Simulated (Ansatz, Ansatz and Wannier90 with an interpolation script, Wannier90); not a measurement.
## CsCdCl3 (Pm-3m): quasiparticle bands by Wannier interpolation

Wanted: quasiparticle gap and band widths of CsCdCl3 (Pm-3m) over the whole zone.

Calculated with Ansatz 0.2.0; LDA, Wannier functions and G0W0, plane waves, PAW.

The database entry behind the starting cell is an old determination (1928), so it need not match the best structure at ambient conditions.

### 1. Starting point

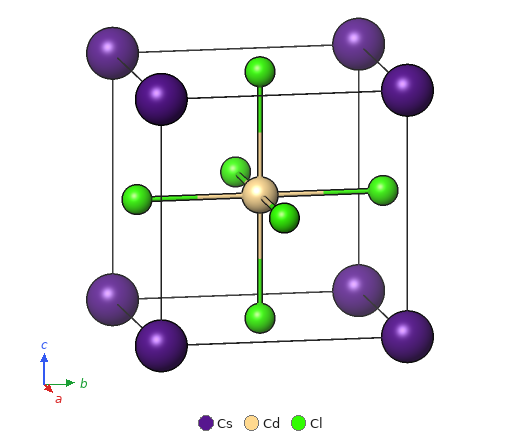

The starting structure, seen slightly off an axis (caesium purple, cadmium orange, chlorine green). Some periodic images of atoms are drawn too.

The cell and positions come from the Crystallography Open Database and are kept as given unless a step says otherwise. Spin-orbit coupling is left out unless a step names it. The default PAW set here is soft_2. Its files were made with PBE.

### 2. LDA bands

Levels along a band path, at the cheap level, show where the edges lie and whether the meshes to come will hold them.

This step: DFT, LDA, plane waves, PAW.

The input, input.yaml:

```yaml
crystal:
  lattice:
    - [5.2, 0.0, 0.0]
    - [0.0, 5.2, 0.0]
    - [0.0, 0.0, 5.2]
  atoms:
    - { symbol: Cs, position: [0.0, 0.0, 0.0] }
    - { symbol: Cd, position: [0.5, 0.5, 0.5] }
    - { symbol: Cl, position: [0.0, 0.5, 0.5] }
    - { symbol: Cl, position: [0.5, 0.0, 0.5] }
    - { symbol: Cl, position: [0.5, 0.5, 0.0] }
kpoints:
  mp_grid: { grid: [4, 4, 4] }
  band_path:
    path:
      - [[0.0, 0.0, 0.0], [0.0, 0.5, 0.0], [0.5, 0.5, 0.0], [0.0, 0.0, 0.0], [0.5, 0.5, 0.5], [0.0, 0.5, 0.0]]
      - [[0.5, 0.5, 0.5], [0.5, 0.5, 0.0]]
    npoints: 10
hamiltonian:
  xc: lda
scf:
  occupations: { method: fermi_dirac, width: 0.02 }
  n_extra_bands: 74
output:
  eigenvalues: true
  fatbands: true
  write_density: true
  write_potential: true
  elf: true
  volumetric_format: npy
```

On the command line:

```console
ansatz run input.yaml --threads 8 --pin off --max-ram 18432MiB --backend cpu --events-out ev --progress --plain --runs-dir out
```

Numbers of over 12 decimals in the logs are rounded to 6 here.

What it wrote:

```text
scf.n_extra_bands = 74 over 25 filled bands (N_el = 50.0): the run solves 99 bands
Engine: ansatz 0.2.0, aarch64-unknown-linux-gnu
Pseudopotentials: kind: paw
Pseudopotential: Cs, paw, valence charge 9, recommended cutoff 420 eV (normal), Cs.paw.azcp
Pseudopotential: Cd, paw, valence charge 20, recommended cutoff 420 eV (normal), Cd.paw.azcp
Pseudopotential: Cl, paw, valence charge 7, recommended cutoff 420 eV (normal), Cl.paw.azcp
Functional definition: SPW92
  exchange = slater_x
  correlation = pw_c
Crystal: 5 atoms, lattice volume = 140.608 Å³
Basis set: ecut = 420 eV, 2777 PW (Γ)
Bands: 99, of which v1, the nominal top of the filled ones, is band 25 counted from 1 (24 counted from 0)
Symmetry: 48 space group operations
Space group: Pm-3m (ITA 221), of the structure as read, at distance tolerance 5.2e-5 Å
k-points: 10 of 64
Non-local potential: Cs, projectors of the file, l = 0: 3, l = 1: 2, l = 2: 2, l = 3: 2
Non-local potential: Cd, projectors of the file, l = 0: 3, l = 1: 2, l = 2: 2, l = 3: 1
Non-local potential: Cl, projectors of the file, l = 0: 2, l = 1: 2, l = 2: 2
PAW form: soft (Blöchl's): semilocal exchange-correlation on the pseudo side does not see the compensation charge
PAW frozen core: Cs, regenerated for the run's functional, and the local potential with it (the file was generated under x = pbe(κ = 0.804, μ = 0.219515), c = pbe(β = 0.066725))
PAW frozen core: Cd, regenerated for the run's functional, and the local potential with it (the file was generated under x = pbe(κ = 0.804, μ = 0.219515), c = pbe(β = 0.066725))
PAW frozen core: Cl, regenerated for the run's functional, and the local potential with it (the file was generated under x = pbe(κ = 0.804, μ = 0.219515), c = pbe(β = 0.066725))
PAW one-centre angular grid: Cs, 194 points (default); XC on 64 Gauss nodes
PAW one-centre angular grid: Cd, 590 points (default); XC on 64 Gauss nodes
PAW one-centre angular grid: Cl, 110 points (default); XC on 64 Gauss nodes
Initial density: superposition of atomic densities (neutral atoms: chi_scale 0, normalization atom), corrected by the library's trained network
Initial wavefunctions: pseudopotential atomic-orbital guess
Functional: x = slater, c = lda
SCF iter   1: F=—  HF=-16762.450694 eV  |F-HF|=—  |Δ(HF+E_count)|=         —  Δρ=7.42e-3  dr2=7.35e-2  ethr=1.77e-3  ⟨swp⟩=5.1  Hψ=4997  notcnv=0  defer=271
preconditioner: auto → Resta (q_TF=auto, 2.296 Å⁻¹)  ε∞=1.6  [insulator: Δε(μ)=1.389 eV  Ē_g=25.637 eV  σ=0.020 eV  W_gap=1.00  n_scr=26 (ndim 8)  ℏωp=20.3 eV  f_vac=0.041  D(μ)=0.00/eV (n_scr^D=0)  ε∞_Penn≈1.6]
SCF iter   2: F=—  HF=-16762.428099 eV  |F-HF|=—  |Δ(HF+E_count)|=   2.26e-2  Δρ=2.88e-3  dr2=6.93e-3  ethr=1.47e-4  ⟨swp⟩=2.0  Hψ=1197  notcnv=0  defer=623
SCF iter   3: F=—  HF=-16762.426320 eV  |F-HF|=—  |Δ(HF+E_count)|=   1.78e-3  Δρ=9.10e-4  dr2=6.97e-4  ethr=1.39e-5  ⟨swp⟩=2.0  Hψ=331  notcnv=0  defer=665
SCF iter   4: F=—  HF=-16762.426187 eV  |F-HF|=—  |Δ(HF+E_count)|=   1.33e-4  Δρ=1.15e-4  dr2=1.22e-5  ethr=1.39e-6  ⟨swp⟩=2.6  Hψ=523  notcnv=0  defer=665
SCF iter   5: F=—  HF=-16762.426182 eV  |F-HF|=—  |Δ(HF+E_count)|=   5.19e-6  Δρ=3.16e-5  dr2=1.36e-6  ethr=2.45e-8  ⟨swp⟩=2.0  Hψ=533  notcnv=0  defer=665
SCF iter   6: F=-16762.426182 eV  HF=-16762.426182 eV  |F-HF|=6.40e-9  |Δ(HF+E_count)|=   2.64e-7  Δρ=6.48e-6  dr2=7.88e-8  ethr=2.00e-10  ⟨swp⟩=12.2  Hψ=6865  notcnv=0
SCF 1 converged in 6 iterations: F = -16762.426182 eV  dr2 = 7.88e-8
[...]
NSCF: frozen V_eff on 62 k-points
SCF converged after 6 iterations
Free energy (F): -16762.426182 eV
Harris-Foulkes:  -16762.426182 eV  (|F-HF|=6.40e-9)
Internal energy: -16762.426182 eV  (E = F + TS)
E sigma→0 (E₀):  -16762.426182 eV
Fermi energy:    4.473819 eV
--- Per-component energies (eV) ---
  E_band       = -629.880991
  E_kinetic    = 1130.386102
  E_local      = -5640.934701  (includes V_loc(G=0)·N_el)
  E_nonlocal   = 165.995391
  E_hartree    = 2493.987942
  E_xc         = -665.458330
  E_vxc        = -711.576067  (∫ρ·V_xc dr)
  E_paw        = -10727.634110  (= ΣΔE_a)
  E_vpaw       = -561.732001  (= ΣTr[D̂ρ^β])
  E_aug_tail   = 0.000305  (compensation charges beyond the density's cutoff)
  E_ewald      = -3520.377381
  E_core_change = 1.608600  (= ΣΔE_core)
  E_smearing   = -0.000000  (= −TS)
  E_closure    = 0.000000  (closes the sum)
  Σ components = -16762.426182   (vs F -16762.426182, Δ=0.00e0)
--- Band table (eV; the first three rows and the last of 10) ---
  k-point 0: bands = [... 21 lower, 2.7812, 3.1107, 3.1107, 3.1107, 5.2075, 9.2589, 9.5908, 9.5908, ... 70 higher]
  k-point 1: bands = [... 21 lower, 2.7431, 2.7431, 3.0125, 3.0125, 6.4043, 9.9278, 10.1751, 10.2588, ... 70 higher]
  k-point 2: bands = [... 21 lower, 2.7887, 2.7887, 2.8412, 2.8412, 7.9504, 10.6177, 10.9256, 11.4345, ... 70 higher]
  k-point 9: bands = [... 21 lower, 3.4250, 3.4250, 3.6969, 3.6969, 9.3457, 9.3457, 9.3457, 10.9459, ... 70 higher]
```

The job ended after 7 s (8 threads of Arm Neoverse V1, shared host; peak memory 1 GiB; 53 s of CPU time).

Numbers from this step:

| Property | Result |
| --- | --- |
| filled bands | 25 |
| gap | 1.511 eV |
| valence top at | R |
| conduction bottom at | Γ |
| least direct gap | 2.097 eV |

The gap is indirect, with the least direct gap 0.59 eV higher.

Electronic bands along the path, in eV, zero at the top of the highest nominally filled band:

| point | band 22 | band 23 | band 24 | band 25 | band 26 | band 27 | band 28 | band 29 |
| --- | --- | --- | --- | --- | --- | --- | --- | --- |
| Γ | -0.92 | -0.59 | -0.59 | -0.59 | 1.51 | 5.56 | 5.89 | 5.89 |
| X | -0.91 | -0.91 | -0.86 | -0.86 | 4.25 | 6.92 | 7.23 | 7.74 |
| M | -1.07 | -1.07 | -0.29 | -0.01 | 6.04 | 7.02 | 7.02 | 7.66 |
| Γ | -0.92 | -0.59 | -0.59 | -0.59 | 1.51 | 5.56 | 5.89 | 5.89 |
| R | -0.27 | -0.27 | 0.00 | 0.00 | 5.65 | 5.65 | 5.65 | 7.25 |
| X | -0.91 | -0.91 | -0.86 | -0.86 | 4.25 | 6.92 | 7.23 | 7.74 |
| jump to R | -0.27 | -0.27 | 0.00 | 0.00 | 5.65 | 5.65 | 5.65 | 7.25 |
| M | -1.07 | -1.07 | -0.29 | -0.01 | 6.04 | 7.02 | 7.02 | 7.66 |

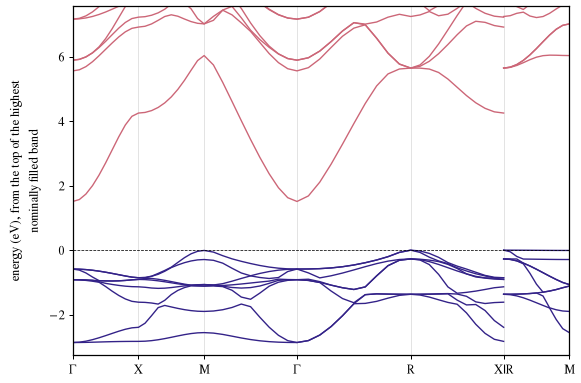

Electronic bands along the path; lines of filled and empty bands in two colours.

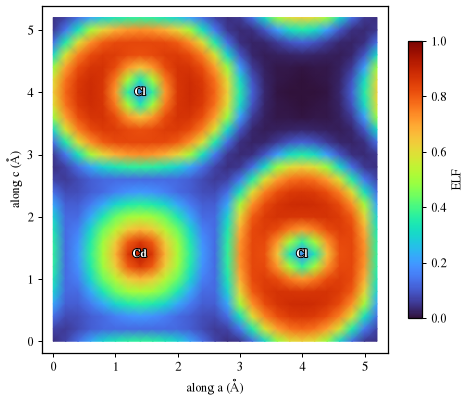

ELF in the ac plane at fractional y = 0.500, with atoms of Cd and Cl within 0.2 Å of it. It is the smooth field of the valence electrons, not physical close to the nuclei. The map starts off the cell's origin, so that atoms lie inside it.

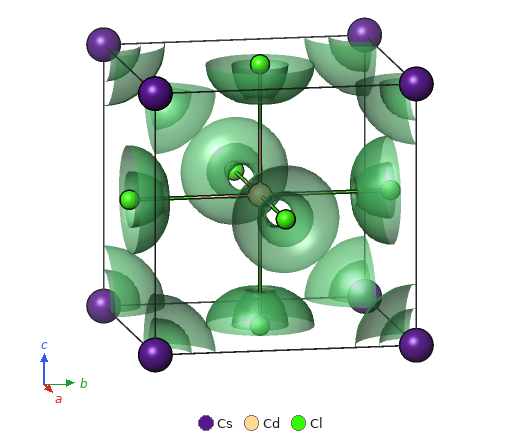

Surface of ELF = 0.84.

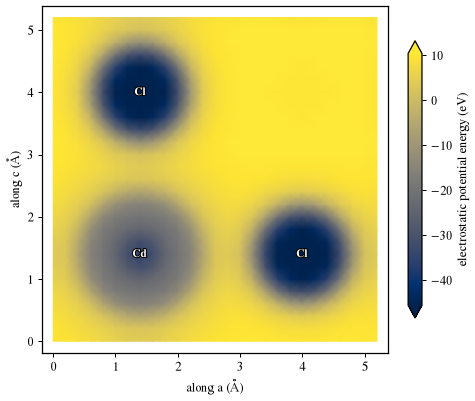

Electrostatic potential energy in the ac plane at fractional y = 0.500, with atoms of Cd and Cl within 0.2 Å of it. With pseudopotentials it is smooth inside the atoms' cores, unlike the true potential. The map starts off the cell's origin, so that atoms lie inside it.

### 3. Overlaps and projections on 8×8×8

This step: overlaps and projections of LDA states for Wannier90, plane waves, PAW.

input.yaml, the sections that differ from step 2:

```yaml
kpoints:
  mp_grid: { grid: [4, 4, 4] }
scf:
  occupations: { method: fixed }
  n_extra_bands: 74
output:
  wannier:
    kmesh: [8, 8, 8]
    projections: [{ species: Cd, l: s, shell: 5 }, { species: Cl, l: p, shell: 3 }]
    minimise: false
    seedname: w
    disentanglement: { window: [-1.62, 12.17], frozen_window: [-1.62, 5.71] }
# crystal, hamiltonian: as in step 2
```

What it wrote:

```text
[...]
Crystal: 5 atoms, lattice volume = 140.608 Å³
Basis set: ecut = 420 eV, 2777 PW (Γ)
Bands: 99, of which v1, the nominal top of the filled ones, is band 25 counted from 1 (24 counted from 0)
Symmetry: 48 space group operations
[...]
k-points: 10 of 64
[...]
--- Band table (eV; the first three rows and the last of 10) ---
  k-point 0: bands = [... 21 lower, 2.7812, 3.1106, 3.1106, 3.1106, 5.2076, 9.2589, 9.5908, 9.5908, ... 70 higher]
  k-point 1: bands = [... 21 lower, 2.7430, 2.7430, 3.0125, 3.0125, 6.4044, 9.9278, 10.1751, 10.2588, ... 70 higher]
  k-point 2: bands = [... 21 lower, 2.7886, 2.7886, 2.8411, 2.8411, 7.9504, 10.6177, 10.9256, 11.4345, ... 70 higher]
  k-point 9: bands = [... 21 lower, 3.4249, 3.4249, 3.6969, 3.6969, 9.3457, 9.3457, 9.3457, 10.9459, ... 70 higher]
[key lines of the parts left out:]
SCF converged after 6 iterations
Free energy (F): -16762.426182 eV
Fermi energy:    3.696862 eV
```

Wall time 15 s (8 threads); peak memory 2.8 GiB.

(Continued in part 2 of 3.)

[Paths, hosts, dates, memory and timing lines, banners, echoed tables and standing remarks are left out of the program output.]

[Logs are printed without paths, hosts, clocks, repeated set-up lines and the standing remarks that a program may print on its own settings, such as how far it seeks lower states.]

[Runs of the session that timed out or met a known fault of the program may be left out.]

[Hosts, paths, dates, database ids (printed as entryN), source tags and the programs' standing remarks are cut or masked in the printed files.]
